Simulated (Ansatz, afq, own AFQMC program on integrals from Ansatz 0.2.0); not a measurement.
**AlBH2 (triplet): AFQMC on the coupled-cluster ladder at distance B1–Al2 = 2.555 Å, cc-pVDZ, part 1 of 2**

How near does AFQMC come to the top of the ladder for AlBH2 (triplet)?

Computed with Ansatz 0.2.0, Gaussian basis, and an in-house AFQMC program (afq) on its integrals; all values are calculated. Level: cc-pVDZ, frozen cores.

The runs, in order: PBE (unrestricted); r2SCAN (unrestricted); PBE0 (unrestricted); B3LYP (unrestricted); wB97M-V (unrestricted); B2PLYP (unrestricted); CCSD(T) on UHF; CCSDT(Q) on UHF; Phaseless AFQMC, CISD trial on UHF; Phaseless AFQMC, single-determinant trial on UHF; Free-projection AFQMC, CISD trial on UHF.

1 further run of the same task is left out (it didn't finish).

**1. The geometry**

The geometry derives from a PBE0/def2-TZVP stationary point (not a proven minimum). One bond is set to the value named and the two fragments are kept rigid.

4 atoms, charge 0, spin multiplicity 3.

Atoms are counted from 1 here; the program's logs count them from 0.

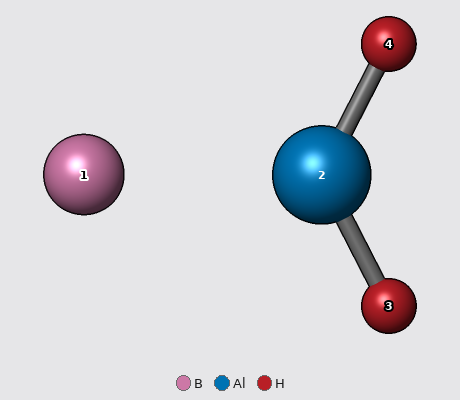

The structure; boron pink, aluminium blue, hydrogen red; atoms are numbered from 1 in the order of the file.

As a file:

```xyz
4
AlBH2
B     0.0000    0.0000    1.8976
Al    0.0000    0.0000   -0.6574
H     0.0000   -1.4113   -1.3779
H     0.0000    1.4113   -1.3779
```

**2. PBE (unrestricted)**

The input, in.yaml:

```yaml
crystal:
  periodic: [false, false, false]
  atoms:
    - {symbol: B, position_ang: [0.000000, 0.000000, 1.897610]}
    - {symbol: Al, position_ang: [0.000000, 0.000000, -0.657390]}
    - {symbol: H, position_ang: [0.000000, -1.411327, -1.377897]}
    - {symbol: H, position_ang: [0.000000, 1.411327, -1.377897]}
basis:
  gaussian: {orbitals: cc-pVDZ}
magnetization: {spin_polarized: true, initial_magnetization: 2}
hamiltonian: {xc: {name: PBE}}
output: {orbitals: {seedname: orbitals}}
```

On the command line:

```console
ansatz run in.yaml --threads 1 --pin off --events-out ev --progress --plain --max-ram 1382MiB
```

The program printed:

```text
Functional definition: PBE
  name "PBE"
  cite "Perdew, Burke & Ernzerhof, Phys. Rev. Lett. 77, 3865 (1996) doi:10.1103/PhysRevLett.77.3865"
  parent pbe
  parameter kappa = 0.804
  parameter beta = 0.06672455060314922
  exchange = pbe_x(kappa = kappa, mu = beta*pi^2/3)
  correlation = pbe_c(beta = beta)
523 factors; their error is unknown
mean field evaluation 1: about -7294.2107 eV, gradient 9.0e0 eV
mean field evaluation 2: about -7294.6127 eV, gradient 6.0e0 eV
mean field evaluation 4: about -7294.9858 eV, gradient 1.0e0 eV
mean field evaluation 8: about -7294.9675 eV, gradient 5.5e-2 eV
mean field evaluation 16: about -7294.9675 eV, gradient 2.0e-5 eV
mean field evaluation 32: about -7293.3825 eV, gradient 1.7e-5 eV
mean field -7294.96752807 eV, -268.0851119501 hartree, gradient 1.9e-5 eV, S^2 2.003447; 7 other end points of the search recorded, 0 dependent functions left out
reference -7294.96756724 eV, -268.0851133896 hartree; 11, 9 occupied and 31, 33 virtual orbitals, 523 factors
Total energy: -7294.96756724 eV, -268.0851133896 hartree
```

Wall time 2.2 s (1 thread of Intel Xeon Platinum 8488C (Sapphire Rapids), shared host).

From the report: ⟨S²⟩ of the determinant 2.003 (pure triplet: 2.00).

**3. r2SCAN (unrestricted)**

Edit in.yaml of step 2 so:

```diff
@@ -10,3 +10,2 @@
 magnetization: {spin_polarized: true, initial_magnetization: 2}
-hamiltonian: {xc: {name: PBE}}
-output: {orbitals: {seedname: orbitals}}
+hamiltonian: {xc: {name: r2SCAN}}
```

Same command.

The program printed:

```text
Functional definition: r2SCAN
  name "r2SCAN"
  cite "Furness, Kaplan, Ning, Perdew & Sun, J. Phys. Chem. Lett. 11, 8208 (2020) doi:10.1021/acs.jpclett.0c02405"
  cite "Furness, Kaplan, Ning, Perdew & Sun, J. Phys. Chem. Lett. 11, 9248 (2020) doi:10.1021/acs.jpclett.0c03077"
  parent r2scan
  parameter k0 = 0.174
  parameter k1 = 0.065
  parameter a1 = 4.9479
  exchange = r2scan_x(k0 = k0, k1 = k1, a1 = a1)
  correlation = r2scan_c
523 factors; their error is unknown
mean field evaluation 1: about -7298.3235 eV, gradient 7.3e0 eV
mean field evaluation 2: about -7298.7173 eV, gradient 3.7e0 eV
mean field evaluation 4: about -7298.8662 eV, gradient 9.5e-1 eV
mean field evaluation 8: about -7298.8465 eV, gradient 1.9e-2 eV
mean field evaluation 16: about -7298.8465 eV, gradient 3.3e-5 eV
mean field evaluation 32: about -7298.7676 eV, gradient 2.7e0 eV
mean field -7298.84653524 eV, -268.2276628343 hartree, gradient 1.2e-5 eV, S^2 2.008549; 4 other end points of the search recorded, 0 dependent functions left out
reference -7298.84655006 eV, -268.2276633790 hartree; 11, 9 occupied and 31, 33 virtual orbitals, 523 factors
Total energy: -7298.84655006 eV, -268.2276633790 hartree
```

It took 3 s on 1 thread of Intel Xeon Platinum 8488C (Sapphire Rapids), shared host.

From the report: ⟨S²⟩ of the determinant 2.009 (pure triplet: 2.00).

**4. PBE0 (unrestricted)**

Edit in.yaml of step 3 so:

```diff
@@ -10,2 +10,3 @@
 magnetization: {spin_polarized: true, initial_magnetization: 2}
-hamiltonian: {xc: {name: r2SCAN}}
+hamiltonian: {xc: {name: PBE0}}
+output: {orbitals: {seedname: orbitals}}
```

Same command.

The program printed:

```text
Functional definition: PBE0
  name "PBE0"
  cite "Adamo & Barone, J. Chem. Phys. 110, 6158 (1999) doi:10.1063/1.478522"
  cite "Perdew, Burke & Ernzerhof, Phys. Rev. Lett. 77, 3865 (1996) doi:10.1103/PhysRevLett.77.3865"
  parent pbe
  parameter a = 0.25
  parameter kappa = 0.804
  parameter beta = 0.06672455060314922
  exchange = (1 - a)*pbe_x(kappa = kappa, mu = beta*pi^2/3) + a*exact_x
  correlation = pbe_c(beta = beta)
399 factors; integrals over basis functions are off by at most 9.4e-4 eV
mean field evaluation 1: about -7295.3278 eV, gradient 6.1e0 eV
mean field evaluation 2: about -7295.6512 eV, gradient 3.2e0 eV
mean field evaluation 4: about -7295.7931 eV, gradient 5.3e-1 eV
mean field evaluation 8: about -7295.8288 eV, gradient 5.5e-2 eV
mean field evaluation 16: about -7295.8290 eV, gradient 2.7e-4 eV
mean field -7295.82898714 eV, -268.1167699868 hartree, gradient 1.9e-5 eV, S^2 2.005756; 1 other end points of the search recorded, 0 dependent functions left out
reference -7295.82901674 eV, -268.1167710748 hartree; 11, 9 occupied and 31, 33 virtual orbitals, 399 factors
Total energy: -7295.82901674 eV, -268.1167710748 hartree
```

Run time: 1.1 s. Hardware: 1 thread of Intel Xeon Platinum 8488C (Sapphire Rapids), shared host.

From the report: ⟨S²⟩ of the determinant 2.006 (pure triplet: 2.00).

**5. B3LYP (unrestricted)**

Edit in.yaml of step 4 so:

```diff
@@ -10,3 +10,2 @@
 magnetization: {spin_polarized: true, initial_magnetization: 2}
-hamiltonian: {xc: {name: PBE0}}
-output: {orbitals: {seedname: orbitals}}
+hamiltonian: {xc: {name: B3LYP}}
```

The command is unchanged.

The program printed:

```text
Functional definition: B3LYP
  name "B3LYP"
  cite "Stephens, Devlin, Chabalowski & Frisch, J. Phys. Chem. 98, 11623 (1994) doi:10.1021/j100096a001"
  cite "Becke, Phys. Rev. A 38, 3098 (1988) doi:10.1103/PhysRevA.38.3098"
  cite "Lee, Yang & Parr, Phys. Rev. B 37, 785 (1988) doi:10.1103/PhysRevB.37.785"
  cite "Vosko, Wilk & Nusair, Can. J. Phys. 58, 1200 (1980) doi:10.1139/p80-159"
  parameter a0 = 0.2
  parameter ax = 0.72
  parameter ac = 0.81
  exchange = (1 - a0 - ax)*slater_x + ax*b88_x + a0*exact_x
  correlation = (1 - ac)*vwn_rpa_c + ac*lyp_c
399 factors; integrals over basis functions are off by at most 9.4e-4 eV
mean field evaluation 1: about -7300.2542 eV, gradient 7.0e0 eV
mean field evaluation 2: about -7300.6679 eV, gradient 2.8e0 eV
mean field evaluation 4: about -7300.7627 eV, gradient 5.6e-1 eV
mean field evaluation 8: about -7300.7918 eV, gradient 3.2e-2 eV
mean field evaluation 16: about -7300.7919 eV, gradient 2.6e-5 eV
mean field -7300.79187056 eV, -268.2991525885 hartree, gradient 2.3e-6 eV, S^2 2.003911; 1 other end points of the search recorded, 0 dependent functions left out
reference -7300.79209600 eV, -268.2991608734 hartree; 11, 9 occupied and 31, 33 virtual orbitals, 399 factors
Total energy: -7300.79209600 eV, -268.2991608734 hartree
```

Wall time 1.1 s (1 thread of Intel Xeon Platinum 8488C (Sapphire Rapids), shared host).

From the report: ⟨S²⟩ of the determinant 2.004 (pure triplet: 2.00).

**6. wB97M-V (unrestricted)**

Edit in.yaml of step 5 so:

```diff
@@ -10,2 +10,3 @@
 magnetization: {spin_polarized: true, initial_magnetization: 2}
-hamiltonian: {xc: {name: B3LYP}}
+hamiltonian: {xc: {name: wB97M-V}}
+output: {orbitals: {seedname: orbitals}}
```

Same command.

The program printed:

```text
Functional definition: wB97M-V
  name "wB97M-V"
  cite "Mardirossian & Head-Gordon, J. Chem. Phys. 144, 214110 (2016) doi:10.1063/1.4952647"
  cite "Becke, J. Chem. Phys. 107, 8554 (1997) doi:10.1063/1.475007"
  cite "Vydrov & Van Voorhis, J. Chem. Phys. 133, 244103 (2010) doi:10.1063/1.3521275"
  # Of w^i u^j: cxij and so on, Table III.
  parameter omega = 0.3/bohr
  parameter cx = 0.15
  parameter cx01 = 1.007
  parameter cx10 = 0.259
  parameter css00 = 0.443
  parameter css04 = -1.437
  parameter css10 = -4.535
  parameter css20 = -3.390
  parameter css43 = 4.278
  parameter cos00 = 1.000
  parameter cos10 = 1.358
  parameter cos20 = 2.924
  parameter cos21 = -8.812
  parameter cos60 = -1.390
  parameter cos61 = 9.142
  parameter b = 6.0
  parameter c = 0.01
  gx(w, u) = 1 - cx + cx01*u + cx10*w
  gss(w, u) = css00 + css04*u^4 + css10*w + css20*w^2 + css43*w^4*u^3
  gos(w, u) = cos00 + cos10*w + (cos20 + cos21*u)*w^2 + (cos60 + cos61*u)*w^6
  exchange = spin_sum(e_x_unif_sr(omega)*gx(b97_w, b97_u_x)) + cx*exact_x_sr(omega) + exact_x_lr(omega)
  correlation = spin_sum(e_c_pw_mod_same_spin*gss(b97_w, b97_u_same))
      + integral(e_c_pw_mod_opposite_spin*gos(b97_w_opposite, b97_u_opposite)) + vv10(b, c)
399 factors; integrals over basis functions are off by at most 9.4e-4 eV
152 factors; integrals over basis functions are off by at most 1.1e-5 eV
mean field evaluation 1: about -7298.1054 eV, gradient 6.2e0 eV
mean field evaluation 2: about -7298.6914 eV, gradient 2.9e0 eV
mean field evaluation 4: about -7298.8452 eV, gradient 5.2e-1 eV
mean field evaluation 8: about -7298.8796 eV, gradient 9.0e-2 eV
mean field evaluation 16: about -7298.8802 eV, gradient 2.0e-4 eV
mean field -7298.88023566 eV, -268.2289013018 hartree, gradient 3.5e-6 eV, S^2 2.001754; 1 other end points of the search recorded, 0 dependent functions left out
reference -7298.88027857 eV, -268.2289028788 hartree; 11, 9 occupied and 31, 33 virtual orbitals, 399 factors
Total energy: -7298.88027857 eV, -268.2289028788 hartree
```

Wall time 4.5 s (1 thread of Intel Xeon Platinum 8488C (Sapphire Rapids), shared host).

From the report: ⟨S²⟩ of the determinant 2.002 (pure triplet: 2.00).

**7. B2PLYP (unrestricted)**

Edit in.yaml of step 6 so:

```diff
@@ -10,3 +10,3 @@
 magnetization: {spin_polarized: true, initial_magnetization: 2}
-hamiltonian: {xc: {name: wB97M-V}}
-output: {orbitals: {seedname: orbitals}}
+hamiltonian: {xc: {name: B2PLYP}}
+correlation: {electrons: outside_noble_gas}
```

Same command.

The program printed:

```text
Functional definition: B2PLYP
  name "B2PLYP"
  cite "Grimme, J. Chem. Phys. 124, 034108 (2006) doi:10.1063/1.2148954"
  cite "Becke, Phys. Rev. A 38, 3098 (1988) doi:10.1103/PhysRevA.38.3098"
  cite "Lee, Yang & Parr, Phys. Rev. B 37, 785 (1988) doi:10.1103/PhysRevB.37.785"
  parameter a = 0.53
  parameter c = 0.27
  exchange = (1 - a)*b88_x + a*exact_x
  correlation = (1 - c)*lyp_c + c*(mp2_os + mp2_ss)
399 factors; integrals over basis functions are off by at most 9.4e-4 eV
mean field evaluation 1: about -7294.0290 eV, gradient 6.0e0 eV
mean field evaluation 2: about -7294.0475 eV, gradient 6.0e0 eV
mean field evaluation 4: about -7294.7450 eV, gradient 1.1e0 eV
mean field evaluation 8: about -7294.8062 eV, gradient 8.2e-2 eV
mean field evaluation 16: about -7294.8067 eV, gradient 5.9e-4 eV
mean field -7294.80674643 eV, -268.0792033336 hartree, gradient 4.5e-6 eV, S^2 2.008606; 2 other end points of the search recorded, 0 dependent functions left out
6 core orbitals not correlated: weight in the atoms' cores, before any rotation towards them, 1.000 or more for the frozen orbitals, at most 0.000 for the correlated occupied ones
reference -7294.80689107 eV, -268.0792086491 hartree; 5, 3 occupied and 31, 33 virtual orbitals, 399 factors
second order -3.71500717 eV of doubles, -0.00000000 eV of singles
Total energy: -7295.80994300 eV, -268.1160701278 hartree
```

It took 1.8 s on 1 thread of Intel Xeon Platinum 8488C (Sapphire Rapids), shared host.

From the report: ⟨S²⟩ of the determinant 2.009 (pure triplet: 2.00).

**8. CCSD(T) on UHF**

Edit in.yaml of step 7 so:

```diff
@@ -10,3 +10,2 @@
 magnetization: {spin_polarized: true, initial_magnetization: 2}
-hamiltonian: {xc: {name: B2PLYP}}
-correlation: {electrons: outside_noble_gas}
+correlation: {method: ccsd_t, electrons: outside_noble_gas, hamiltonian_folder: ham}
```

Same command.

The program printed:

```text
Functional definition: HF
  name "HF"
  cite "Fock, Z. Phys. 61, 126 (1930) doi:10.1007/BF01340294"
  parent pbe
  exchange = exact_x
  correlation = 0
399 factors; integrals over basis functions are off by at most 9.4e-4 eV
mean field evaluation 1: about -7279.8023 eV, gradient 8.3e0 eV
mean field evaluation 2: about -7279.8260 eV, gradient 8.3e0 eV
mean field evaluation 4: about -7281.4652 eV, gradient 1.9e0 eV
mean field evaluation 8: about -7281.7393 eV, gradient 2.4e-1 eV
mean field evaluation 16: about -7279.8019 eV, gradient 8.3e0 eV
mean field evaluation 32: about -7281.7425 eV, gradient 4.6e-4 eV
mean field evaluation 64: about -7281.7272 eV, gradient 1.1e0 eV
mean field evaluation 96: about -7281.5206 eV, gradient 4.8e-1 eV
mean field evaluation 128: about -7278.7407 eV, gradient 1.2e0 eV
mean field evaluation 160: about -7277.3138 eV, gradient 8.4e0 eV
mean field evaluation 192: about -7278.7494 eV, gradient 3.3e-3 eV
mean field evaluation 224: about -7279.5019 eV, gradient 9.0e-1 eV
mean field evaluation 256: about -7278.4168 eV, gradient 1.1e0 eV
mean field evaluation 288: about -7277.2925 eV, gradient 1.6e0 eV
mean field evaluation 320: about -7278.0255 eV, gradient 5.4e-4 eV
mean field -7281.74253983 eV, -267.5991025964 hartree, gradient 7.0e-6 eV, S^2 2.017589; 10 other end points of the search recorded, 0 dependent functions left out
determinant -7281.74253983 eV, -267.5991025964 hartree, with singles and doubles -7285.56186549 eV, -267.7394602255 hartree
determinant -7281.52934637 eV, -267.5912678811 hartree, with singles and doubles -7285.24833304 eV, -267.7279381207 hartree
determinant -7280.14681065 eV, -267.5404606306 hartree, with singles and doubles -7283.80207199 eV, -267.6747890073 hartree
determinant -7278.74944467 eV, -267.4891083780 hartree, with singles and doubles -7282.99944606 eV, -267.6452930482 hartree
determinant -7278.54815993 eV, -267.4817113002 hartree, with singles and doubles -7282.41708911 eV, -267.6238918253 hartree
determinant -7281.74253983 eV, -267.5991025964 hartree, with singles and doubles -7285.56217997 eV, -267.7394717824 hartree
determinant -7281.52934637 eV, -267.5912678811 hartree, with singles and doubles -7285.24921646 eV, -267.7279705858 hartree
6 core orbitals not correlated: weight in the atoms' cores, before any rotation towards them, 1.000 or more for the frozen orbitals, at most 0.000 for the correlated occupied ones
reference -7281.74253983 eV, -267.5991025964 hartree; 5, 3 occupied and 31, 33 virtual orbitals, 399 factors
second order -2.78750028 eV of doubles, -0.00000000 eV of singles
cycle   1  -3.81963725 eV  change    2.9e-6 eV  update   2.3e-6
perturbative correction -0.10427127 eV, -0.0038318985 hartree
Total energy: -7285.66644835 eV, -267.7433035748 hartree
```

Wall time 3 s (1 thread of Intel Xeon Platinum 8488C (Sapphire Rapids), shared host).

From the report: ⟨S²⟩ of the determinant 2.018 (pure triplet: 2.00); correlation -3.9239 eV; T1 0.036; largest double amplitude 0.07.

This run also writes the integrals to the folder ham.

**9. CCSDT(Q) on UHF**

Edit in.yaml of step 8 so:

```diff
@@ -10,2 +10,2 @@
 magnetization: {spin_polarized: true, initial_magnetization: 2}
-correlation: {method: ccsd_t, electrons: outside_noble_gas, hamiltonian_folder: ham}
+correlation: {method: ccsdt_q, electrons: outside_noble_gas}
```

The command is unchanged.

The program printed:

```text
Functional definition: HF
  name "HF"
  cite "Fock, Z. Phys. 61, 126 (1930) doi:10.1007/BF01340294"
  parent pbe
  exchange = exact_x
  correlation = 0
777 factors; integrals over basis functions are off by at most 1.7e-7 eV
mean field evaluation 1: about -7279.8047 eV, gradient 8.3e0 eV
mean field evaluation 2: about -7279.8266 eV, gradient 8.3e0 eV
mean field evaluation 4: about -7281.4658 eV, gradient 1.9e0 eV
mean field evaluation 8: about -7281.7395 eV, gradient 2.4e-1 eV
mean field evaluation 16: about -7279.8043 eV, gradient 8.3e0 eV
mean field evaluation 32: about -7281.7426 eV, gradient 4.2e-4 eV
mean field evaluation 64: about -7281.7278 eV, gradient 1.1e0 eV
mean field evaluation 96: about -7281.5207 eV, gradient 4.8e-1 eV
mean field evaluation 128: about -7278.7478 eV, gradient 1.1e0 eV
mean field evaluation 160: about -7275.8108 eV, gradient 9.5e0 eV
mean field evaluation 192: about -7278.7495 eV, gradient 5.2e-4 eV
mean field evaluation 224: about -7279.6970 eV, gradient 9.0e-1 eV
mean field evaluation 256: about -7278.4931 eV, gradient 5.1e-1 eV
mean field evaluation 288: about -7277.4042 eV, gradient 1.1e0 eV
mean field evaluation 320: about -7279.3865 eV, gradient 9.9e0 eV
mean field evaluation 352: about -7278.7495 eV, gradient 9.1e-4 eV
mean field -7281.74257767 eV, -267.5991039869 hartree, gradient 7.4e-6 eV, S^2 2.017589; 10 other end points of the search recorded, 0 dependent functions left out
determinant -7281.74257767 eV, -267.5991039869 hartree, with singles and doubles -7285.56190040 eV, -267.7394615085 hartree
determinant -7281.52938357 eV, -267.5912692483 hartree, with singles and doubles -7285.24837046 eV, -267.7279394957 hartree
determinant -7280.14684775 eV, -267.5404619940 hartree, with singles and doubles -7283.80209124 eV, -267.6747897147 hartree
determinant -7278.74948541 eV, -267.4891098754 hartree, with singles and doubles -7282.99948593 eV, -267.6452945136 hartree
determinant -7278.54820573 eV, -267.4817129835 hartree, with singles and doubles -7282.41713101 eV, -267.6238933650 hartree
determinant -7281.74257767 eV, -267.5991039869 hartree, with singles and doubles -7285.56221574 eV, -267.7394730969 hartree
determinant -7281.52938357 eV, -267.5912692483 hartree, with singles and doubles -7285.24925434 eV, -267.7279719777 hartree
6 core orbitals not correlated: weight in the atoms' cores, before any rotation towards them, 1.000 or more for the frozen orbitals, at most 0.000 for the correlated occupied ones
reference -7281.74257767 eV, -267.5991039869 hartree; 5, 3 occupied and 31, 33 virtual orbitals, 777 factors
second order -2.78753649 eV of doubles, -0.00000000 eV of singles
cycle   1  -3.45231916 eV  change   -6.6e-1 eV  update   8.1e-2
cycle   2  -3.85132028 eV  change   -4.0e-1 eV  update   4.3e-2
cycle   3  -3.91588963 eV  change   -6.5e-2 eV  update   2.5e-2
cycle   4  -3.96121585 eV  change   -4.5e-2 eV  update   1.7e-2
cycle   5  -3.96603684 eV  change   -4.8e-3 eV  update   8.0e-3
cycle   6  -3.96675687 eV  change   -7.2e-4 eV  update   4.0e-3
cycle   7  -3.96841338 eV  change   -1.7e-3 eV  update   1.8e-3
cycle   8  -3.96980696 eV  change   -1.4e-3 eV  update   9.8e-4
cycle   9  -3.96946346 eV  change    3.4e-4 eV  update   4.6e-4
cycle  10  -3.96902886 eV  change    4.3e-4 eV  update   2.2e-4
cycle  11  -3.96900815 eV  change    2.1e-5 eV  update   1.2e-4
cycle  12  -3.96906371 eV  change   -5.6e-5 eV  update   6.5e-5
cycle  13  -3.96912546 eV  change   -6.2e-5 eV  update   2.9e-5
cycle  14  -3.96914427 eV  change   -1.9e-5 eV  update   1.3e-5
cycle  15  -3.96913461 eV  change    9.7e-6 eV  update   6.1e-6
cycle  16  -3.96912806 eV  change    6.5e-6 eV  update   3.2e-6
cycle  17  -3.96912583 eV  change    2.2e-6 eV  update   1.6e-6
cycle  18  -3.96912597 eV  change   -1.3e-7 eV  update   8.5e-7
cycle  19  -3.96912688 eV  change   -9.1e-7 eV  update   4.4e-7
cycle  20  -3.96912740 eV  change   -5.2e-7 eV  update   2.2e-7
perturbative correction -0.00588394 eV, -0.0002162307 hartree
Total energy: -7285.71758900 eV, -267.7451829591 hartree
```

Run time: 12 s. Hardware: 1 thread of Intel Xeon Platinum 8488C (Sapphire Rapids), shared host.

From the report: ⟨S²⟩ of the determinant 2.018 (pure triplet: 2.00); correlation -3.9750 eV; T1 0.042; largest double amplitude 0.08.

(Continued in part 2 of 2.)
